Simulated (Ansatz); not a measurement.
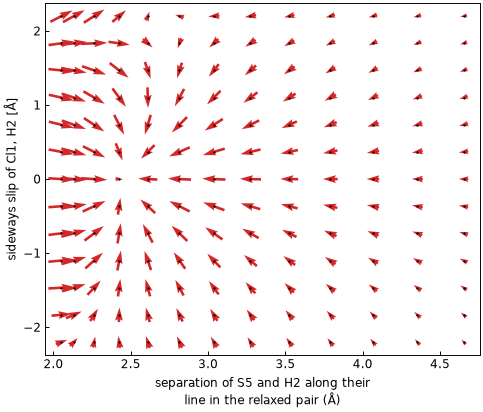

The pair ClH···COS. First axis: separation of S5 and H2 along their line in the relaxed pair. Second axis: sideways slip of Cl1, H2. Nothing is relaxed (both partners rigid). The scan uses a 13 × 13 grid. Points are written as (first, second). Method: Ansatz 0.2.0, RKS PBE-D4/def2-SVPD.

In the figure: dots at the grid points, arrows along the force (downhill), their lengths compressed.

Q: The arrows alone are given. Where is the energy lowest?

A: The arrows converge at about (2.443 Å, 0.00 Å) (read from the interpolated surface).

The energy map of the same scan:

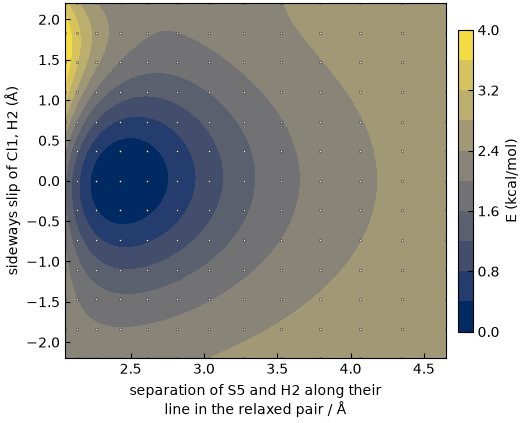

Energies are in kcal/mol, from the lowest grid point; between grid points the surface is interpolated.
